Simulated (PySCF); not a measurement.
**C4H9O3Si (SMILES [CH2]COC(=O)CO[SiH3]) (doublet): density, localisation and related maps**

```xyz
17

C    -2.8215    1.2421   -0.4876
C    -2.3997    0.0517    0.2546
O    -0.9758    0.0129    0.3592
C    -0.4008   -1.1760    0.4075
O    -0.9878   -2.2279    0.3790
C     1.1157   -1.0783    0.5118
O     1.5598    0.2241    0.3795
Si    3.0747    0.7946    0.2713
H    -3.8494    1.5391   -0.4648
H    -2.0989    1.8212   -1.0231
H    -2.8256    0.0390    1.2715
H    -2.7335   -0.8890   -0.2250
H     1.4021   -1.4946    1.4882
H     1.5427   -1.7331   -0.2590
H     3.8631    0.4255    1.4513
H     3.7565    0.2503   -0.9076
H     2.7714    2.2107    0.1811
```

Geometry: GFN2-xTB.

These are results of UKS B3LYP, pcH-1 on C H O Si, non-relativistic, mean-field spin-orbit, GIAO (PySCF 2.14.0, density-fitted response routines), not measurements.

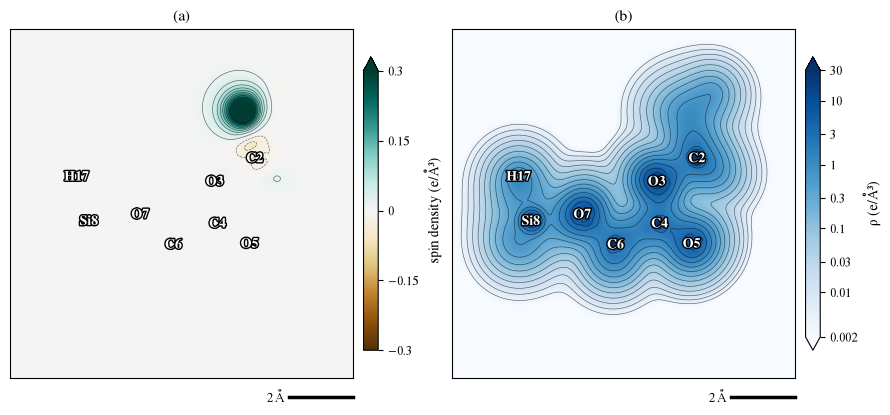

Figure 1. (a) spin density (α minus β); (b) electron density on the plane of atoms C4, C6 and O7.

Q: Describe what can be read from this map.

A: The plane passes through C, O, Si and H nuclei.
C–O (1.20 Å): ρ at the midpoint is about 2.8 e/Å³.
Si–O (1.62 Å): ρ at the midpoint is about 1.1 e/Å³.
C–O (1.32 Å): ρ at the midpoint is about 2.1 e/Å³.
C–O (1.38 Å): ρ is about 1.8 e/Å³ halfway.
C–C (1.52 Å): the density is about 1.5 e/Å³ at the midpoint.
The unpaired spin (1 electron) lies mostly on C1 (about 0.7) and H10 (about 0.1), in electrons by Hirshfeld's partition.

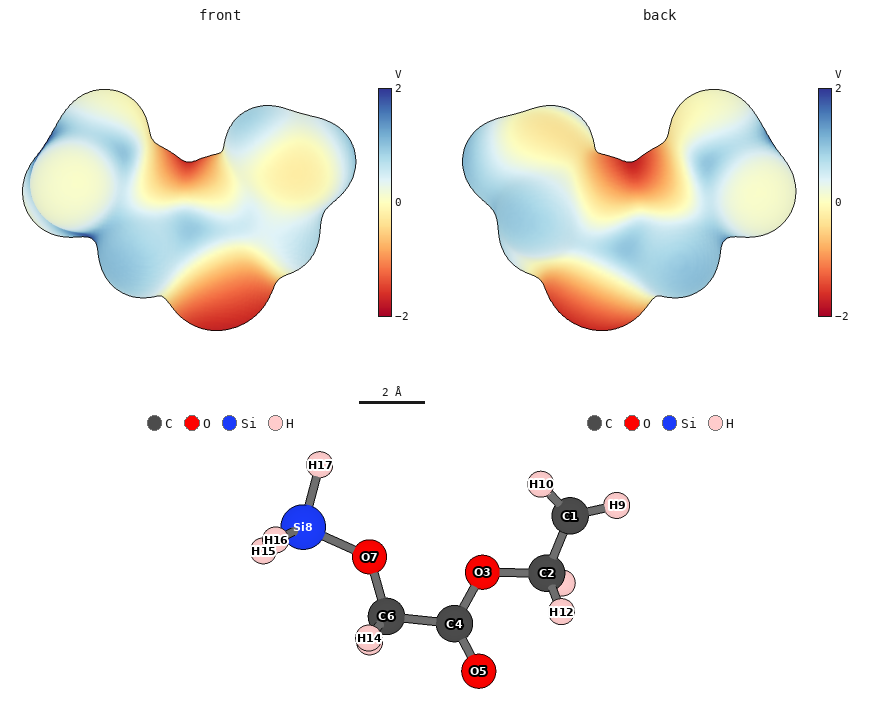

Figure 2. The molecular electrostatic potential painted on the density surface at 0.002 e/bohr³, seen from the front and from behind; the colour scale runs from red (negative) to blue (positive). The bare structure is drawn below in the same view.

Q: Describe the electrostatic potential map.

A: The most negative region (about −1.7 V, or −39 kcal/mol for a unit charge) lies over O3, O5 and O7, the most positive (about +1.8 V, or +42 kcal/mol for a unit charge) over Si8.
